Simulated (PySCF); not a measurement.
**InH5Se (SMILES [SeH2+][InH3-]), step by step**

Aim: a series of 17 runs (PBE0-D4/def2-TZVP, MP2/def2-TZVPP, RI-MP2/def2-QZVPP, PBE-D4/def2-TZVPP, r2SCAN-D4/def2-TZVPP, B3LYP-D4/def2-TZVPP, PBE0-D4/def2-TZVPP, wB97M-V/def2-TZVPP, and more) of H5InSe. 

The results are computed with PySCF 2.14.0.

1 further run of the same task is left out (for a faulty analytic Hessian).

## Step 1: Starting point

InH5Se: 7 atoms, total charge 0, spin state singlet. SMILES: `[SeH2+][InH3-]`. Geometry: a rough force-field guess. The run starts from this shape.

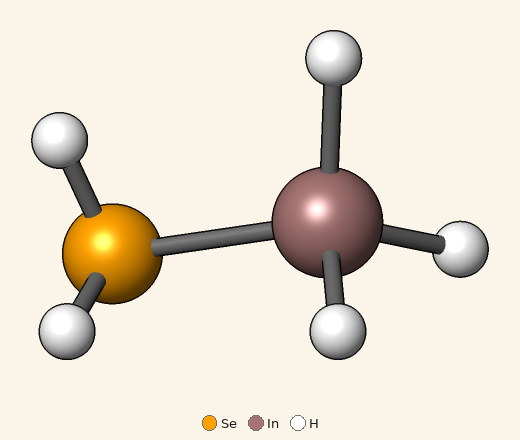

Viewed from a chosen angle; selenium orange, indium brown, hydrogen white.

## Step 2: A geometry optimisation at PBE0-D4/def2-TZVP (density fitting with def2-universal-jkfit, core potential) (run 1)

The input, geometry.xyz:

```xyz
7

Se    -1.023300    -1.339800     0.561300
In     0.286000     0.848700     0.058000
H      0.178400    -2.136600     0.476000
H     -1.227500    -1.498000    -0.958100
H      0.006200     1.357700    -1.668500
H     -0.234500     2.183900     1.180300
H      2.075900     0.516200     0.305400
```

The input, job.py:

```python
# [SeH2+][InH3-]
from pyscf import gto, dft
from pyscf.geomopt.geometric_solver import kernel as optimise

mol = gto.M(
    atom='geometry.xyz',
    verbose=3,
    basis='def2-tzvp',
    max_memory=1860,
    ecp={'In': 'def2-svp'},
    spin=0,
)

calc0 = dft.RKS(mol, xc='pbe0')
calc0 = calc0.density_fit(auxbasis='def2-universal-jkfit')
calc0.grids.level = 4
calc0.conv_tol = 1e-09
calc0.disp = 'd4'
calc0.max_cycle = 100
converged, mol_eq = optimise(calc0, maxsteps=100)
print('converged:', converged)
print(mol_eq.tostring())

calc0.reset(mol_eq)
mol = mol_eq
calc0.kernel()
etot = calc0.e_tot
print(f'total energy: {etot:.8f} hartree')
```

Started as:

```bash
$ OMP_NUM_THREADS=1 python job.py
```

What it wrote:

```text
<dir> SyntaxWarning: invalid escape sequence '\W'
  S = {(paw_set(r)[0], bool(re.search(r"spin_orbit\W+true|paw_fr", str((r.get("files") or {}).get("input") or "")) or re.search("(?i)spin.orbit\W+(value\W+)?(true|yes)|value\W+spin-orbit", json.dumps(r.get("inputs"), default=str)))) for r in records}

[... 37 lines left out ...]
> Convergence Criteria:
[... 19 lines left out ...]
WARN: Mole.unit (angstrom) is changed to Bohr
[... 13 lines left out ...]
Step    0 : Gradient = 3.184e-02/6.367e-02 (rms/max) Energy = -2594.3403228491
[... 37 lines left out ...]
converged SCF energy = -2594.36509595763
[... 49 lines left out ...]
converged SCF energy = -2594.36564897292
[... 49 lines left out ...]
converged SCF energy = -2594.36567747618
[... 38 lines left out ...]
Converged! =D
[... 1 line left out ...]
converged: True
Se         -1.02162490       -1.33138252        0.51008842
In          0.49976145        1.17650321       -0.00909867
H           0.16551918       -2.19366301        0.46816755
H          -1.30188061       -1.58611507       -0.90803275
H          -0.02117854        1.30280391       -1.65493652
H          -0.30616621        2.09794544        1.21103817
H           2.03985452        0.46666781        0.33724310
converged SCF energy = -2594.36567776732
total energy: -2594.36567777 hartree
```

Wall time 2.4 min (1 thread of AMD EPYC 7R43 (Zen 3), shared host); peak memory 1.2 GiB.

The path in brief:

```tsv
step	energy from the first frame kept (eV)	largest force (eV/Å)
0	0.0000	3.2738
1	-0.5000	1.2222
2	-0.6741	0.3689
3	-0.6866	0.1240
4	-0.6892	0.0750
5	-0.6899	0.0142
6	-0.6899	0.0055
7	-0.6899	0.0039
```

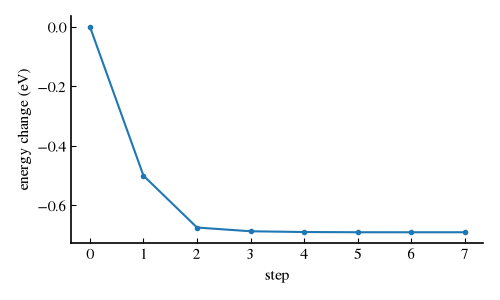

Energy along the run.

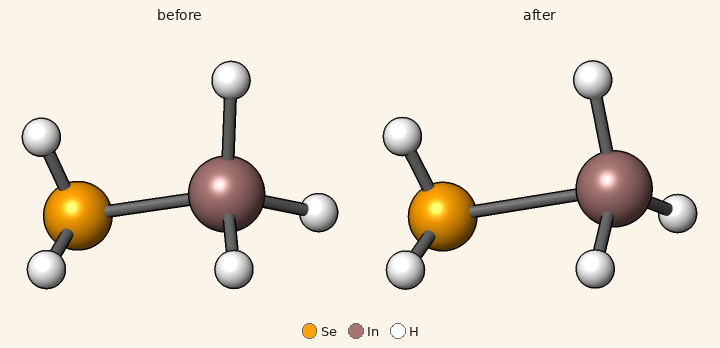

Before and after, at one scale.

After the run. Bond lengths: Se1–In2 2.979 Å, Se1–H3 1.468 Å, Se1–H4 1.468 Å, In2–H5 1.731 Å, In2–H6 1.728 Å, In2–H7 1.731 Å. Angles: Se1–In2–H5 94.2°, Se1–In2–H6 95.0°, Se1–In2–H7 94.3°, In2–Se1–H3 94.4°, In2–Se1–H4 94.3°, H5–In2–H6 119.5°, H5–In2–H7 119.2°, H6–In2–H7 119.5°, H3–Se1–H4 91.4°.

## Step 3: The energy at MP2/def2-TZVPP (core potential) (run 3)

The input, run.py:

```python
# [SeH2+][InH3-]
from pyscf import gto, scf, mp

molecule = gto.Mole()
molecule.atom = '''
Se    -1.021625    -1.331383     0.510088
In     0.499761     1.176503    -0.009099
H      0.165519    -2.193663     0.468168
H     -1.301881    -1.586115    -0.908033
H     -0.021179     1.302804    -1.654937
H     -0.306166     2.097945     1.211038
H      2.039855     0.466668     0.337243
'''
molecule.spin = 0
molecule.verbose = 3
molecule.ecp = {'In': 'def2-svp'}
molecule.max_memory = 1860
molecule.basis = 'def2-tzvpp'
molecule.build()

calc0 = scf.RHF(molecule)
calc0.conv_tol = 1e-10
calc0.kernel()
if not calc0.converged:
    calc0 = calc0.newton().run(calc0.mo_coeff, calc0.mo_occ)

pt = mp.MP2(calc0, frozen=13).run()
etot = pt.e_tot
print(f'total energy: {etot:.8f} hartree')
```

Started as:

```bash
$ OMP_NUM_THREADS=1 python run.py
```

What it wrote:

```text
<dir> SyntaxWarning: invalid escape sequence '\W'
  S = {(paw_set(r)[0], bool(re.search(r"spin_orbit\W+true|paw_fr", str((r.get("files") or {}).get("input") or "")) or re.search("(?i)spin.orbit\W+(value\W+)?(true|yes)|value\W+spin-orbit", json.dumps(r.get("inputs"), default=str)))) for r in records}
converged SCF energy = -2591.92461469418
E(RMP2) = -2592.52618372235  E_corr = -0.601569028164676
E(SCS-RMP2) = -2592.49595136111  E_corr = -0.571336666927516
total energy: -2592.52618372 hartree
```

It took 18 s on 1 thread of AMD EPYC 7R43 (Zen 3), shared host; peak memory 1.2 GiB.

Runs 4 to 8 aren't shown in full; the table further down has their settings and results.

## Step 4: A single-point energy at wB97M-V/def2-TZVPP (core potential) (run 9)

The input, run.py:

```python
from pyscf import gto, dft

mol = gto.M(
    atom='''
Se  -1.021625  -1.331383   0.510088
In   0.499761   1.176503  -0.009099
H    0.165519  -2.193663   0.468168
H   -1.301881  -1.586115  -0.908033
H   -0.021179   1.302804  -1.654937
H   -0.306166   2.097945   1.211038
H    2.039855   0.466668   0.337243
''',
    basis='def2-tzvpp',
    spin=0,
    ecp={'In': 'def2-svp'},
    max_memory=1860,
    verbose=3,
)

mf = dft.RKS(mol, xc='wb97m-v')
mf.grids.level = 5
mf.conv_tol = 1e-10
mf.nlcgrids.level = 1
mf.kernel()
if not mf.converged:
    mf = mf.newton().run(mf.mo_coeff, mf.mo_occ)

etot = mf.e_tot
print('E = %.10f Eh' % etot)
```

Started as:

```bash
$ OMP_NUM_THREADS=1 python run.py
```

What it wrote:

```text
<dir> SyntaxWarning: invalid escape sequence '\W'
  S = {(paw_set(r)[0], bool(re.search(r"spin_orbit\W+true|paw_fr", str((r.get("files") or {}).get("input") or "")) or re.search("(?i)spin.orbit\W+(value\W+)?(true|yes)|value\W+spin-orbit", json.dumps(r.get("inputs"), default=str)))) for r in records}
converged SCF energy = -2594.44552304087
E = -2594.4455230409 Eh
```

Run time: 3 min. Hardware: 1 thread of AMD EPYC 7R43 (Zen 3), shared host; peak memory 1.4 GiB.

Runs 10 to 17 aren't shown in full; the table further down has their settings and results.

## Step 5: The doublet cation: the energy at U-wB97M-V/def2-TZVPP (density fitting with def2-universal-jkfit, core potential) (run 18)

The input, calc.py:

```python
from pyscf import gto, dft

mol = gto.M(
    atom='''
Se      -1.021625      -1.331383       0.510088
In       0.499761       1.176503      -0.009099
H        0.165519      -2.193663       0.468168
H       -1.301881      -1.586115      -0.908033
H       -0.021179       1.302804      -1.654937
H       -0.306166       2.097945       1.211038
H        2.039855       0.466668       0.337243
''',
    verbose=3,
    charge=1,
    basis='def2-tzvpp',
    spin=1,
    max_memory=1860,
    ecp={'In': 'def2-svp'},
)

mf = dft.UKS(mol)
mf.xc = 'wb97m-v'
mf = mf.density_fit(auxbasis='def2-universal-jkfit')
mf.conv_tol = 1e-10
mf.nlcgrids.level = 1
mf.grids.level = 4
mf.kernel()
if not mf.converged:
    mf = mf.newton().run(mf.mo_coeff, mf.mo_occ)

e_tot = mf.e_tot
print('E(%s) = %.9f' % ('WB97M-V', e_tot))
```

Started as:

```bash
$ OMP_NUM_THREADS=1 python calc.py
```

What it wrote:

```text
<dir> SyntaxWarning: invalid escape sequence '\W'
  S = {(paw_set(r)[0], bool(re.search(r"spin_orbit\W+true|paw_fr", str((r.get("files") or {}).get("input") or "")) or re.search("(?i)spin.orbit\W+(value\W+)?(true|yes)|value\W+spin-orbit", json.dumps(r.get("inputs"), default=str)))) for r in records}

WARN: HOMO -0.551510979177415 >= LUMO -0.551510979177411

converged SCF energy = -2594.07866173219  <S^2> = 0.76454042  2S+1 = 2.0144879
E(WB97M-V) = -2594.078661732
```

Wall time 4.6 min (1 thread of AMD EPYC 7R43 (Zen 3), shared host); peak memory 0.81 GiB.

## Step 6: All runs side by side

```tsv
run	level	task	integral approximation	partner	energy (Eh)	dipole moment (D) of the reference	HOMO energy (eV)	LUMO energy (eV)	wall time
1	PBE0-D4/def2-TZVP (density fitting with def2-universal-jkfit, core potential)	optimise	def2-universal-jkfit	base	-2594.365678	3.01	-7.61	-0.82	2.4 min
3	MP2/def2-TZVPP (core potential)	energy	none	base	-2592.526184	2.95	-10.48	1.53	18 s
4	RI-MP2/def2-QZVPP (density fitting with def2-universal-jkfit, core potential)	energy	def2-universal-jkfit	base	-2593.067175	2.94	-10.49	1.26	11 s
5	PBE-D4/def2-TZVPP (core potential)	energy	none	base	-2594.284521	3.06	-6.43	-1.75	33 s
6	r2SCAN-D4/def2-TZVPP (core potential)	energy	none	base	-2594.711552	3.07	-6.72	-1.50	55 s
7	B3LYP-D4/def2-TZVPP (core potential)	energy	none	base	-2594.774383	2.99	-7.43	-1.10	35 s
8	PBE0-D4/def2-TZVPP (core potential)	energy	none	base	-2594.366841	3.01	-7.60	-0.82	33 s
9	wB97M-V/def2-TZVPP (core potential)	energy	none	base	-2594.445523	2.90	-9.83	0.59	3 min
10	B2PLYP/def2-TZVPP (core potential)	energy	none	base	-2594.050423	2.96	-8.68	0.12	35 s
11	SVWN5/def2-TZVPP (core potential)	energy	none	base	-2590.879867	3.09	-6.50	-1.85	21 s
12	M06-2X/def2-TZVPP (core potential)	energy	none	base	-2594.590340	2.98	-8.67	-0.17	56 s
13	HF/STO-3G	energy	none	base	-8059.300856	3.58	-7.81	8.12	1.2 s
14	UMP2/def2-TZVPP (core potential)	energy	none	cation	-2592.146907	–	-14.29	-9.20	80 s
15	UPBE-D4/def2-TZVPP (core potential)	energy	none	cation	-2593.940631	–	-12.12	–	6.6 min
16	UB3LYP-D4/def2-TZVPP (core potential)	energy	none	cation	-2594.417497	–	-12.99	-11.85	1.8 min
17	UPBE0-D4/def2-TZVPP (core potential)	energy	none	cation	-2594.010832	–	-13.13	-11.66	1.8 min
18	U-wB97M-V/def2-TZVPP (density fitting with def2-universal-jkfit, core potential)	energy	def2-universal-jkfit	cation	-2594.078662	–	-15.02	-10.13	4.6 min
```

## Step 7: Summary of results

| quantity | value |
| --- | --- |
| doublet cation, run 18: total energy | -2594.07866 Eh |
| doublet cation, run 18: HOMO energy (highest over α and β) | -15.02 eV |
| doublet cation, run 18: LUMO energy (lowest over α and β) | -10.13 eV |
| doublet cation, run 18: ⟨S²⟩ | 0.765 |
| vertical ionisation energy (to the doublet cation), MP2/def2-TZVPP | 10.321 eV |
| vertical ionisation energy (to the doublet cation), B3LYP-D4/def2-TZVPP | 9.711 eV |
| vertical ionisation energy (to the doublet cation), PBE0-D4/def2-TZVPP | 9.687 eV |

In words: At MP2/def2-TZVPP: the vertical ionisation energy comes to 10.32 eV (238 kcal/mol). At B3LYP-D4/def2-TZVPP: the vertical ionisation energy comes to 9.71 eV (937 kJ/mol). The negative HOMO energy of the first species, 7.43 eV, lies 2.28 eV below that difference. At PBE0-D4/def2-TZVPP: the vertical ionisation energy comes to 9.69 eV (935 kJ/mol). −ε(HOMO) before ionisation, 7.60 eV, is 2.08 eV below this ionisation energy. Totals of different functionals can't be ranked against each other. Some runs of one species differ in core potentials or relativity; totals across that change don't compare. In run 13 the basis is minimal, so the values are rough. In run 13 relativity is left out where basis or elements ask for it. All runs together took 27 min, the longest 6.6 min.
